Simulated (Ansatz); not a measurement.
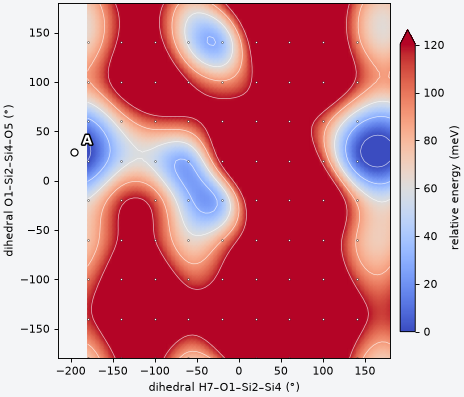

F2H4O2Si2, SMILES O[SiH](F)[SiH](O)F. The first coordinate is: dihedral H7–O1–Si2–Si4; the second: dihedral O1–Si2–Si4–O5. Nothing is relaxed (all other coordinates rigid). The grid has 9 × 9 points. Points are written as (first, second). Energies are in meV, from the lowest grid point. Computed with Ansatz, RKS r2SCAN-D4/def2-SVP.

In the figure: a smooth colour map with a few white contour lines, dots at the grid points, one colour for all values above the top of the scale, the well A. Between grid points the surface is interpolated.

### Estimate the position of the minimum and the force constants in these coordinates. Take the well at A.

The interpolated minimum is at dihedral H7–O1–Si2–Si4 ≈ −196°, dihedral O1–Si2–Si4–O5 ≈ 29°. The curvatures there are about 0.18 eV/rad² and 0.28 eV/rad², with a cross term of about 0 eV/rad². Round the minimum the two coordinates are nearly uncoupled.
